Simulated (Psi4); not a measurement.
**CuCl2 (SMILES [Cl][Cu][Cl]): a first try and a second**

Aim: the energy in a field of CuCl2 at U-mPW1B95-D4/def2-QZVPP (density fitting, dipole perturbation λ (added as +λ·μ, a field of −λ) (0, 0.005, 0) a.u.).

The results are computed with Psi4 1.11.

1 further run of the same task is left out (set aside as unsound or not needed).

## 1. The molecule

CuCl2: 3 atoms, total charge 0, spin state doublet. As SMILES, `[Cl][Cu][Cl]`. Geometry: a GFN2-xTB relaxation, a rough one for these elements and not checked as a minimum.

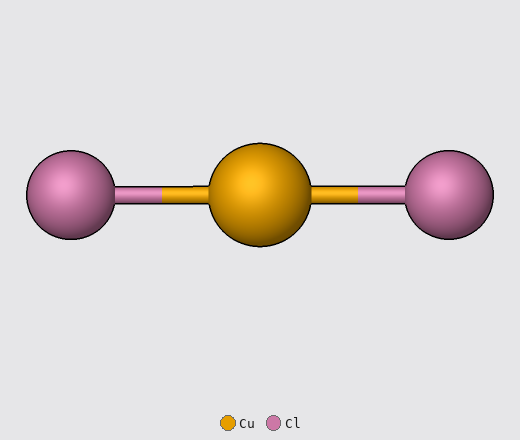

The structure, seen from a chosen angle (copper amber, chlorine pink).

## 2. The input as first written

Contents of cl2cu.inp:

```
memory 1600 MB

molecule m {
  0 2
  Cu    -0.00034015    -0.00018897    -0.00062361
  Cl    -0.02887502    -0.03643392     3.84468560
  Cl     0.02921517     0.03664179    -3.84406199
  units bohr
  symmetry c1
  no_reorient
  no_com
}

set reference uks
set scf_type df
set perturb_h true
set perturb_with dipole
set perturb_dipole [0.0, 0.005, 0.0]
set docc [32]

energy_value, wavefunction = energy('mpw1b95-d4/def2-QZVPP', return_wfn=True)
```

Run with:

```
$ psi4 cl2cu.inp cl2cu.out -n 1
```

cl2cu.out:

```text
Psi4 1.11 release

   => Loading Basis Set <=

    Name: DEF2-QZVPP
    Role: ORBITAL
    Keyword: BASIS

   => MPW1B95-D4(BJ,EEQ)ATM: Empirical Dispersion <=

        a1 =       0.415851
        a2 =       4.991549
       alp =      16.000000
        s6 =       1.000000
        s8 =       0.500930
        s9 =       1.000000
        ga =       3.000000
        gc =       2.000000
        wf =       6.000000

RuntimeError:
Fatal Error: Got 32 beta electrons, expected 31.
DOCC and SOCC must specify the occupation of all electrons or none.

Printing out the relevant lines from the Psithon --> Python processed input file:
    core.set_global_option("SCF_TYPE", "df")
    core.set_global_option("PERTURB_H", "true")
    core.set_global_option("PERTURB_WITH", "dipole")
    core.set_global_option("PERTURB_DIPOLE", [0.0, 0.005, 0.0])
    core.set_global_option("DOCC", [32])
--> energy_value, wavefunction = energy('mpw1b95-d4/def2-QZVPP', return_wfn=True)

!----------------------------------------------------------------------------------!
!                                                                                  !
! Fatal Error: Got 32 beta electrons, expected 31.                                 !
! DOCC and SOCC must specify the occupation of all electrons or none.              !
!                                                                                  !
!----------------------------------------------------------------------------------!

    Psi4 run time: 0:00:00.12
```

Wall time 1.3 s (1 thread of Intel Xeon Platinum 8259CL at 2.50GHz (Skylake/Cascade Lake), shared host); peak memory 0.14 GiB.

## 3. Diagnosis

The program refused the input.

The log says `Fatal Error: Got 32 beta electrons, expected 31.`. Cause: the orbital occupation or active space doesn't match the electron count or the lowest state. To mend it: docc at its default in place of (32).

## 4. Try two

Contents of cl2cu.dat:

```
memory 1600 MB

molecule mol {
  0 2
  Cu    -0.00034015    -0.00018897    -0.00062361
  Cl    -0.02887502    -0.03643392     3.84468560
  Cl     0.02921517     0.03664179    -3.84406199
  units au
  symmetry c1
  no_reorient
  no_com
}

set {
  reference uks
  scf_type df
  perturb_h true
  perturb_with dipole
  perturb_dipole [0.0, 0.005, 0.0]
}

E = energy("mpw1b95-d4/def2-QZVPP")
print_variables()
```

Run with:

```
$ psi4 cl2cu.dat cl2cu.out -n 1
```

cl2cu.out:

```text
[...]
  Running in c1 symmetry.
[...]
  Nuclear repulsion =  294.044427787918266
[...]
  Multiplicity = 2
[...]
  Nalpha       = 32
  Nbeta        = 31
[...]
    Number of basis functions: 240
[...]
   @DF-UKS iter   1: -2557.66966476859670    1.54715e+00   1.83781e-02 DIIS/ADIIS
[...]
   @DF-UKS iter  13: -2561.45767717942454   -7.83753e-08   7.49440e-07 DIIS
[...]
   @S^2 Observed:                7.563920416E-01
[...]
    Orbital Energies [Eh]
    ---------------------
    Alpha Occupied:
       1A   -324.005068     2A   -101.999600     3A   -101.999523
       4A    -39.260238     5A    -34.419962     6A    -34.418040
       7A    -34.394073     8A     -9.614563     9A     -9.614468
      10A     -7.336175    11A     -7.336097    12A     -7.333698
      13A     -7.333600    14A     -7.330709    15A     -7.330609
      16A     -4.574019    17A     -3.060542    18A     -3.059087
      19A     -3.010975    20A     -0.866877    21A     -0.855015
      22A     -0.532886    23A     -0.518654    24A     -0.489902
      25A     -0.472139    26A     -0.470523    27A     -0.393326
      28A     -0.385440    29A     -0.379908    30A     -0.367845
      31A     -0.358142    32A     -0.341424
[...]
  @DF-UKS Final Energy: -2561.45767717942454
   => Energetics <=
    Nuclear Repulsion Energy =            294.0444277879182664
    One-Electron Energy =               -4142.4615096397710658
    Two-Electron Energy =                1373.6293494958292740
    DFT Exchange-Correlation Energy =     -86.6684186267652024
    Empirical Dispersion Energy =          -0.0015261966354519
    VV10 Nonlocal Energy =                  0.0000000000000000
    Total Energy =                      -2561.4576771794240813
[...]
 Multipole Moments:
 ------------------------------------------------------------------------------------
     Multipole            Electronic (a.u.)      Nuclear  (a.u.)        Total (a.u.)
 ------------------------------------------------------------------------------------
 L = 1.  Multiply by 2.5417464519 to convert [e a0] to [Debye]
 Dipole X            :          0.0038099           -0.0040818           -0.0002719
 Dipole Y            :         -0.1819606           -0.0019463           -0.1839070
 Dipole Z            :          0.0098108           -0.0074833            0.0023275
 Magnitude           :                                                    0.1839219
[...]
```

Run time: 36 s. Hardware: 1 thread of Intel Xeon Platinum 8259CL at 2.50GHz (Skylake/Cascade Lake), shared host; peak memory 1.2 GiB.

## 5. Results

Level: U-mPW1B95-D4/def2-QZVPP (density fitting, dipole perturbation λ (added as +λ·μ, a field of −λ) (0, 0.005, 0) a.u.).

| quantity | value |
| --- | --- |
| total energy | -2561.45768 Eh |
| dipole moment | 0.47 D |
| dispersion energy | -4.01 kJ/mol |
| ⟨S²⟩ | 0.756 |
